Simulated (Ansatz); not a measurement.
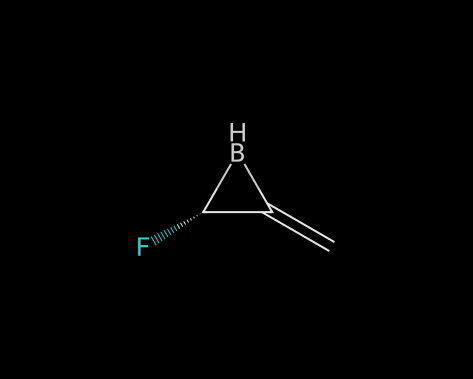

2D structure.

Give its SMILES.

C=C1B[C@H]1F

What is the molecular formula?

C3H4BF.

An optimisation with PBE0-D4/def2-TZVP gave a structure of which point group?

C1.

More results for the same structure follow; atom numbers are the same in all pictures, views and colours differ. Computed geometry: PBE0-D4/def2-TZVP optimisation.

Shape

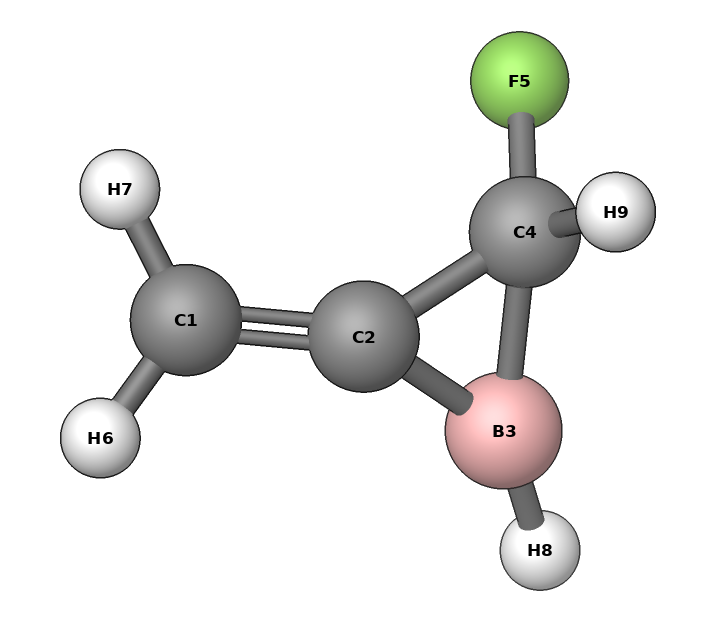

Numbered structure.

Which atoms are bonded, and how long are the bonds?

```csv
bond,length (Å),order
C1–C2,1.329,double
C1–H6,1.086,single
C1–H7,1.088,single
C2–B3,1.498,single
C2–C4,1.473,single
B3–C4,1.550,single
B3–H8,1.183,single
C4–F5,1.374,single
C4–H9,1.094,single
```

Dipole moment

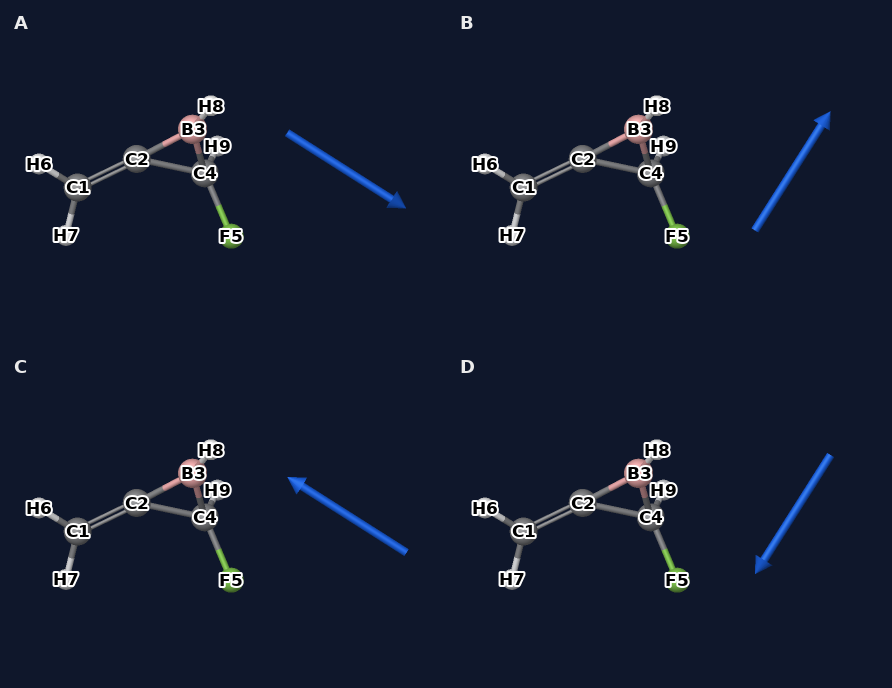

The same molecule four times, each with an arrow. Level of theory: RKS PBE0-D4/def2-TZVP (Ansatz 0.2.0).

Which arrow points along the dipole moment, from the negative to the positive end?

C. The dipole moment is 1.90 D; it points from the side of F5 to the side of H6 (the outermost atoms at the two ends).

Charges

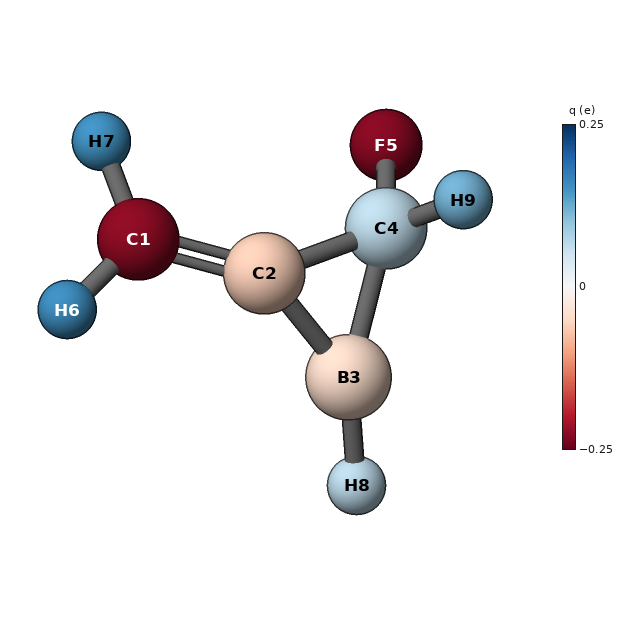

Atoms are coloured by their Mulliken charges. Level of theory: RKS PBE0-D4/def2-TZVP (Ansatz 0.2.0).

Which atom carries the highest charge (most positive or least negative)?

H6, H7 (0.15 e).

And the lowest?

C1, F5 (−0.22 e).

List the Mulliken charges.

```tsv
atom	value (e)
C1	−0.22
C2	−0.06
B3	−0.04
C4	0.06
F5	−0.22
H6	0.15
H7	0.15
H8	0.06
H9	0.12
```

Vibrations

Harmonic vibrations computed with RKS PBE0-D4/def2-TZVP (Ansatz 0.2.0) at a stationary point of the same level.

How many vibrational modes are there, and where do they lie?

21 modes: 136, 213, 326, 443, 580, 702, 807, 881, 890, 991, 1004, 1021, 1140, 1172, 1330, 1461, 1752, 2747, 3075, 3130, 3219 cm⁻¹.

Mulliken values depend strongly on the basis set and can even reverse the polarity of a bond.
